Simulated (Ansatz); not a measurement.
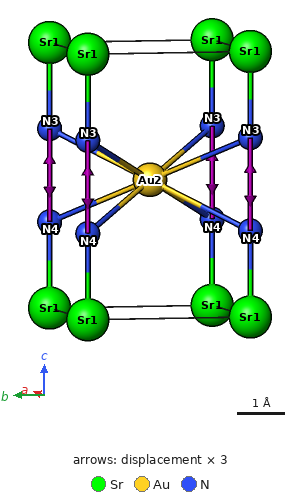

This is a relaxation of solid SrAuN$_{2}$ (a generated structure, set up in P4/mmm) (coarse preliminary run). The starting structure is drawn; purple arrows show the displacements (the part carried along by the change of the cell is left out), 3 times their true length.

A ball-and-stick model of the cell of the calculation, seen from a free direction.

All numbers below come from DFT PBE, scalar-relativistic, plane waves, PAW in Ansatz 0.2.0. Set-up: plane-wave cutoff 420 eV; k-point mesh 6 × 6 × 4; occupations gaussian; smearing width 0.1 eV; collinear spin; cell and atoms relaxed; force threshold 0.04 eV/Å; at most 70 steps.

Which element moves most?

Answer. Nitrogen: up to 0.51 Å, against 0.00 Å for gold.

Describe the change and its energy.

Answer. The largest moves relative to the cell, 0.51 Å, are those of N3 and N4. N3 goes along −c. Au and Sr stay in place. Cell: a = b 3.629 → 4.475 Å (+23.3 %), c 5.786 → 6.053 Å (+4.6 %). Volume +59.1 %. Some distances before and after: N3–N4 2.031 → 1.114 Å, Sr1–N3 1.878 → 2.469 Å, Au2–N3 2.760 → 3.213 Å. New bonds form: N3–N4 (2.03 → 1.11 Å). The space group stays P4/mmm (No. 123). The energy falls by 1929 meV per atom in 14 accepted moves (17 points after the start). The largest force component goes from 7.4 to 0.011 eV/Å. Pressure: 8.50 GPa at the start and 0.13 GPa at the end. The line search rejected the trial step at point 3 of the run. At 2 points the geometry stayed and the basis and grid were re-selected for the new cell (energy shift of 57.8 meV per atom at most each time). The program noted that the starting moments weren't kept. Cost: 3 min on 1 thread of Arm Neoverse V1 (shared host), peak memory 0.45 GiB.
